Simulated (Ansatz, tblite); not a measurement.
# InF3: removing an electron

Aim: the energy of removing an electron for InF3, by energy differences, and how well orbital energies stand in for it.

Computed with Ansatz 0.2.0, Gaussian basis. Level: as each input shows.

Plan: charge +1 doublet, at the geometry of the singlet (PBE0-D4/def2-TZVP, PBE-D4/def2-TZVP, r2SCAN-D4/def2-TZVP, CCSD(T)/def2-TZVPP); the starting singlet's energies come from earlier runs.

1 further run of the same task is left out (it didn't finish). Runs told in other sessions of the task aren't counted.

**1. The relaxed structure**

The geometry is that of the singlet, from an earlier relaxation (PBE0-D4/def2-TZVP).

4 atoms, charge 0, spin multiplicity 1.

Atoms are counted from 1 here; the program's logs count them from 0.

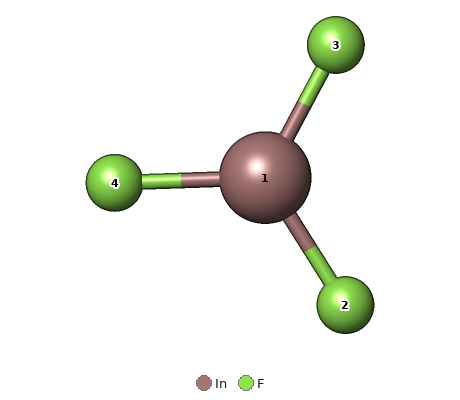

The structure; indium brown, fluorine green; atoms are numbered from 1 in the order of the file.

Coordinates:

```csv
atom,x (Å),y (Å),z (Å)
In1,-0.00027,-0.00051,-0.00002
F2,1.91787,-0.02697,0.01297
F3,-0.93410,1.67511,-0.01743
F4,-0.98349,-1.64762,0.00449
```

In takes a core potential in the def2 sets. No spin-orbit coupling is included.

**2. Charge +1 doublet at the fixed geometry, first pass, PBE0-D4/def2-SVP**

File in.yaml:

```yaml
crystal:
  periodic: [false, false, false]
  atoms:
    - {symbol: In, position_ang: [-0.000273, -0.000514, -0.000024]}
    - {symbol: F, position_ang: [1.917867, -0.026972, 0.012969]}
    - {symbol: F, position_ang: [-0.934105, 1.675105, -0.017432]}
    - {symbol: F, position_ang: [-0.983489, -1.647619, 0.004487]}
basis:
  gaussian: {orbitals: def2-SVP}
total_charge: 1
magnetization: {spin_polarized: true, initial_magnetization: 1}
hamiltonian: {xc: pbe0, dispersion: d4}
output: {orbitals: {seedname: orbitals}}
```

Started as:

```console
$ ansatz run in.yaml --threads 4 --pin off --events-out ev --progress --plain --max-ram 3916MiB
```

The log of the run:

```text
Functional definition: PBE0
  name "PBE0"
  cite "Adamo & Barone, J. Chem. Phys. 110, 6158 (1999) doi:10.1063/1.478522"
  cite "Perdew, Burke & Ernzerhof, Phys. Rev. Lett. 77, 3865 (1996) doi:10.1103/PhysRevLett.77.3865"
  parent pbe
  parameter a = 0.25
  parameter kappa = 0.804
  parameter beta = 0.06672455060314922
  exchange = (1 - a)*pbe_x(kappa = kappa, mu = beta*pi^2/3) + a*exact_x
  correlation = pbe_c(beta = beta)
720 factors; integrals over basis functions are off by at most 2.4e-4 eV
mean field evaluation 1: about -13285.9325 eV, gradient 6.0e1 eV
mean field evaluation 2: about -13257.1440 eV, gradient 1.1e2 eV
mean field evaluation 4: about -13296.1282 eV, gradient 2.3e1 eV
mean field evaluation 8: about -13298.1236 eV, gradient 6.9e-1 eV
mean field evaluation 16: about -13298.1749 eV, gradient 3.0e-2 eV
mean field evaluation 32: about -13298.1752 eV, gradient 3.0e-4 eV
mean field evaluation 64: about -13298.0332 eV, gradient 5.6e0 eV
mean field evaluation 96: about -13298.1641 eV, gradient 5.1e-1 eV
mean field -13298.17576960 eV, -488.6989457056 hartree, gradient 3.4e-6 eV, S^2 0.770605; 12 other end points of the search recorded, 0 dependent functions left out
reference -13298.17580807 eV, -488.6989471192 hartree; 24, 23 occupied and 44, 45 virtual orbitals, 720 factors
Total energy: -13298.21775331 eV, -488.7004885784 hartree
```

It took 6 s on 4 threads of Arm Neoverse V2, shared host.

Report: HOMO -17.49 eV, LUMO -15.98 eV (over both spins); ⟨S²⟩ 0.771 (pure: 0.75).

**3. Charge +1 doublet at the fixed geometry, PBE0-D4/def2-TZVP**

start.molden holds the orbitals of an earlier run on this state, given as this run's starting guess.

in.yaml: that of step 2 with these lines changed.

```diff
@@ -8,3 +8,3 @@
 basis:
-  gaussian: {orbitals: def2-SVP}
+  gaussian: {orbitals: def2-TZVP, initial_orbitals: start.molden}
 total_charge: 1
@@ -12,2 +12,3 @@
 hamiltonian: {xc: pbe0, dispersion: d4}
+scf: {omitted_lower_state_checks: [starts]}
 output: {orbitals: {seedname: orbitals}}
```

Launched as before.

The log of the run:

```text
Functional definition: PBE0
  name "PBE0"
  cite "Adamo & Barone, J. Chem. Phys. 110, 6158 (1999) doi:10.1063/1.478522"
  cite "Perdew, Burke & Ernzerhof, Phys. Rev. Lett. 77, 3865 (1996) doi:10.1103/PhysRevLett.77.3865"
  parent pbe
  parameter a = 0.25
  parameter kappa = 0.804
  parameter beta = 0.06672455060314922
  exchange = (1 - a)*pbe_x(kappa = kappa, mu = beta*pi^2/3) + a*exact_x
  correlation = pbe_c(beta = beta)
these checks for a lower state are left out or cut short: starts
949 factors; their error is unknown
mean field evaluation 1: about -13304.5666 eV, gradient 1.4e2 eV
mean field evaluation 2: about -13308.7134 eV, gradient 4.8e0 eV
mean field evaluation 4: about -13308.9064 eV, gradient 2.0e-1 eV
mean field evaluation 8: about -13308.9066 eV, gradient 2.5e-5 eV
mean field -13308.90661245 eV, -489.0932969065 hartree, gradient 2.6e-6 eV, S^2 0.770823; 0 other end points of the search recorded, 0 dependent functions left out
reference -13308.90663412 eV, -489.0932977030 hartree; 24, 23 occupied and 119, 120 virtual orbitals, 949 factors
Total energy: -13308.94857936 eV, -489.0948391623 hartree
Checks for a lower state left out: starts
```

Run time: 4.3 s. Hardware: 4 threads of Arm Neoverse V2, shared host.

From the report: HOMO -17.58 eV, LUMO -15.94 eV (over both spins); ⟨S²⟩ 0.771 (pure: 0.75).

**4. Charge +1 doublet at the fixed geometry, PBE-D4/def2-TZVP**

in.yaml: that of step 3 with these lines changed.

```diff
@@ -11,3 +11,3 @@
 magnetization: {spin_polarized: true, initial_magnetization: 1}
-hamiltonian: {xc: pbe0, dispersion: d4}
+hamiltonian: {xc: pbe, dispersion: d4}
 scf: {omitted_lower_state_checks: [starts]}
```

Same command.

The log of the run:

```text
Functional definition: PBE
  name "PBE"
  cite "Perdew, Burke & Ernzerhof, Phys. Rev. Lett. 77, 3865 (1996) doi:10.1103/PhysRevLett.77.3865"
  parent pbe
  parameter kappa = 0.804
  parameter beta = 0.06672455060314922
  exchange = pbe_x(kappa = kappa, mu = beta*pi^2/3)
  correlation = pbe_c(beta = beta)
these checks for a lower state are left out or cut short: starts
856 factors; their error is unknown
mean field evaluation 1: about -13309.8198 eV, gradient 7.2e0 eV
mean field evaluation 2: about -13310.0107 eV, gradient 3.4e-1 eV
mean field evaluation 4: about -13310.0102 eV, gradient 2.2e-1 eV
mean field evaluation 8: about -13310.0103 eV, gradient 2.2e-5 eV
mean field evaluation 16: about -13310.0103 eV, gradient 2.8e-6 eV
mean field -13310.01032558 eV, -489.1338576160 hartree, gradient 2.8e-6 eV, S^2 0.753897; 0 other end points of the search recorded, 0 dependent functions left out
reference -13310.01036095 eV, -489.1338589157 hartree; 24, 23 occupied and 119, 120 virtual orbitals, 856 factors
Total energy: -13310.06014292 eV, -489.1356883695 hartree
Checks for a lower state left out: starts
```

It took 2.8 s on 4 threads of Arm Neoverse V2, shared host.

Report: HOMO -16.44 eV, LUMO -16.36 eV (over both spins); ⟨S²⟩ 0.754 (pure: 0.75).

**5. Charge +1 doublet at the fixed geometry, r2SCAN-D4/def2-TZVP**

in.yaml: that of step 4 with these lines changed.

```diff
@@ -11,3 +11,3 @@
 magnetization: {spin_polarized: true, initial_magnetization: 1}
-hamiltonian: {xc: pbe, dispersion: d4}
+hamiltonian: {xc: r2scan, dispersion: d4}
 scf: {omitted_lower_state_checks: [starts]}
```

Launched as before.

The log of the run:

```text
Functional definition: r2SCAN
  name "r2SCAN"
  cite "Furness, Kaplan, Ning, Perdew & Sun, J. Phys. Chem. Lett. 11, 8208 (2020) doi:10.1021/acs.jpclett.0c02405"
  cite "Furness, Kaplan, Ning, Perdew & Sun, J. Phys. Chem. Lett. 11, 9248 (2020) doi:10.1021/acs.jpclett.0c03077"
  parent r2scan
  parameter k0 = 0.174
  parameter k1 = 0.065
  parameter a1 = 4.9479
  exchange = r2scan_x(k0 = k0, k1 = k1, a1 = a1)
  correlation = r2scan_c
these checks for a lower state are left out or cut short: starts
856 factors; their error is unknown
mean field evaluation 1: about -13315.8588 eV, gradient 4.0e0 eV
mean field evaluation 2: about -13315.9154 eV, gradient 1.5e-1 eV
mean field evaluation 4: about -13315.9134 eV, gradient 5.3e-2 eV
mean field evaluation 8: about -13315.9134 eV, gradient 1.5e-5 eV
mean field -13315.91337893 eV, -489.3507908254 hartree, gradient 7.1e-6 eV, S^2 0.759188; 0 other end points of the search recorded, 0 dependent functions left out
reference -13315.91338827 eV, -489.3507911685 hartree; 24, 23 occupied and 119, 120 virtual orbitals, 856 factors
Total energy: -13315.92434047 eV, -489.3511936546 hartree
Checks for a lower state left out: starts
```

Run time: 6.5 s. Hardware: 4 threads of Arm Neoverse V2, shared host.

Report: HOMO -16.74 eV, LUMO -16.44 eV (over both spins); ⟨S²⟩ 0.759 (pure: 0.75).

**6. Charge +1 doublet at the fixed geometry, CCSD(T)/def2-TZVPP**

in.yaml: that of step 5 with these lines changed.

```diff
@@ -8,7 +8,7 @@
 basis:
-  gaussian: {orbitals: def2-TZVP, initial_orbitals: start.molden}
+  gaussian: {orbitals: def2-TZVPP, initial_orbitals: start.molden}
 total_charge: 1
 magnetization: {spin_polarized: true, initial_magnetization: 1}
-hamiltonian: {xc: r2scan, dispersion: d4}
-scf: {omitted_lower_state_checks: [starts]}
+correlation: {method: ccsd_t}
+scf: {omitted_lower_state_checks: [starts, cluster_reference]}
 output: {orbitals: {seedname: orbitals}}
```

Launched as before.

The log of the run, shortened:

```text
Functional definition: HF
  name "HF"
  cite "Fock, Z. Phys. 61, 126 (1930) doi:10.1007/BF01340294"
  parent pbe
[...]
1106 factors; integrals over basis functions are off by at most 8.9e-4 eV
[...]
mean field -13259.35672869 eV, -487.2723722646 hartree, gradient 1.4e-6 eV, S^2 0.754433; 0 other end points of the search recorded, 0 dependent functions left out
7 core orbitals not correlated: weight in the atoms' cores, before any rotation towards them, 1.000 or more for the frozen orbitals, at most 0.000 for the correlated occupied ones
reference -13259.35672869 eV, -487.2723722646 hartree; 17, 16 occupied and 119, 120 virtual orbitals, 1106 factors
second order -26.02271628 eV of doubles, -0.00000000 eV of singles
cycle   1  -25.33519451 eV  change    6.9e-1 eV  update   1.5e-1
[...]
cycle  20  -26.14626397 eV  change   -4.7e-6 eV  update   1.4e-5
perturbative correction -0.81976312 eV, -0.0301257392 hartree
Total energy: -13286.32275578 eV, -488.2633554820 hartree
Checks for a lower state left out: starts, cluster_reference
```

Run time: 99 s. Hardware: 4 threads of Arm Neoverse V2, shared host; peak memory 2.7 GiB.

From the report: Hartree-Fock HOMO -21.61 eV, LUMO -9.68 eV (over both spins); ⟨S²⟩ 0.754 (pure: 0.75); T1 0.033.

**7. Vertical ionisation energy**

Charged state less starting state, singlet to doublet; the starting state's energies are those of its earlier runs.

```csv
method,vertical ionisation energy (eV),from CCSD(T)/def2-TZVPP (eV),time
HF/def2-TZVPP,12.71,-1.54,
PBE-D4/def2-TZVP,12.77,-1.48,3.5 s
r2SCAN-D4/def2-TZVP,13.04,-1.21,7.9 s
PBE0-D4/def2-TZVP,13.54,-0.71,5.4 s
MP2/def2-TZVPP,14.69,+0.44,
CCSD/def2-TZVPP,14.24,-0.01,
CCSD(T)/def2-TZVPP,14.25,0,2 min
```

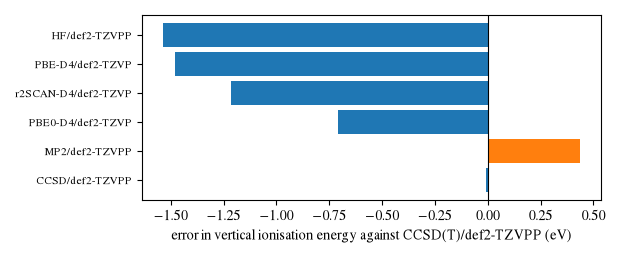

Deviations from CCSD(T)/def2-TZVPP, method by method.

Times add the two runs; a level without a time comes out of a correlated run.

Beside −ε(HOMO) of the starting state:

```csv
level,−ε(HOMO) (eV),by difference (eV),mismatch (eV)
PBE-D4/def2-TZVP,9.18,12.77,-3.59
r2SCAN-D4/def2-TZVP,9.62,13.04,-3.41
PBE0-D4/def2-TZVP,11.14,13.54,-2.40
```

**8. Outcome**

| quantity | value |
| --- | --- |
| vertical ionisation energy, functionals in def2-TZVP | 12.77 (PBE-D4) to 13.54 eV (PBE0-D4) |
| vertical ionisation energy, CCSD(T)/def2-TZVPP | 14.25 eV |

What this shows: The vertical ionisation energy spans 12.77 to 13.54 eV over the functionals, beside 14.25 eV from CCSD(T)/def2-TZVPP. −ε(HOMO) misses the level's own difference by -2.40 eV at best (PBE0-D4) and -3.59 eV at worst (PBE-D4). The reference is CCSD(T) in one finite basis, so it carries an error of its own, often a tenth of an eV or more, and near misses can't be ranked.
